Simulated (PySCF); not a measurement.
System: C6H12N (SMILES CCCCC#[N+]C) (charge +1).

```xyz
19

C    -2.8903    0.3229    0.0881
C    -2.0887   -0.7910   -0.5726
C    -0.6198   -0.4327   -0.7927
C     0.1014   -0.2268    0.5652
C     1.4544    0.0891    0.3817
N     2.5531    0.3457    0.1490
C     3.8703    0.6633   -0.0987
H    -2.7783    1.2570   -0.4574
H    -2.5935    0.4803    1.1229
H    -3.9442    0.0611    0.0903
H    -2.5184   -1.0028   -1.5529
H    -2.1622   -1.7033    0.0215
H    -0.1270   -1.2334   -1.3450
H    -0.5525    0.4845   -1.3789
H    -0.3849    0.5898    1.1108
H     0.0197   -1.1372    1.1696
H     3.9194    1.6301   -0.6035
H     4.4164    0.7167    0.8453
H     4.3153   -0.1042   -0.7350
```

Geometry: GFN2-xTB.

Level of theory: PySCF, PBE0/pcSseg-1, SCF density, gas phase, non-relativistic.

**What will maps of the electron density and electron localisation function show?**

C–N (1.15 Å): ρ is about 3.4 e/Å³ halfway; the ELF peaks at about 0.85 between the atoms; a multiple bond.
C–C (1.40 Å): ρ is about 2 e/Å³ halfway; the ELF peaks at about 0.95 between the atoms, as expected for localised, covalent bonding.
C–H (1.09 Å): ρ at the midpoint is about 2 e/Å³; the ELF climbs to about 1 towards the hydrogen, as it does in any bond to H (an ordinary covalent bond to hydrogen).
C–C (1.53 Å): ρ is about 1.6 e/Å³ halfway; the ELF peaks at about 0.95 between the atoms (a covalent bond).

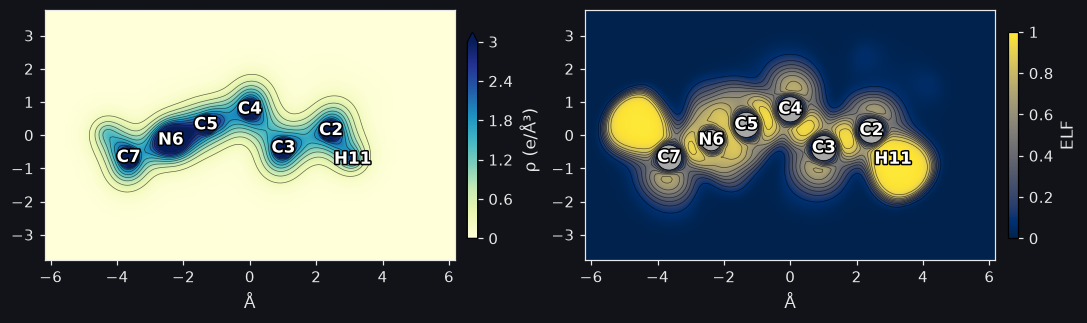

Computed electron density and electron localisation function on the plane of atoms C3, C2 and H11, in this order. Grey discs cover the atomic cores in the ELF map. 
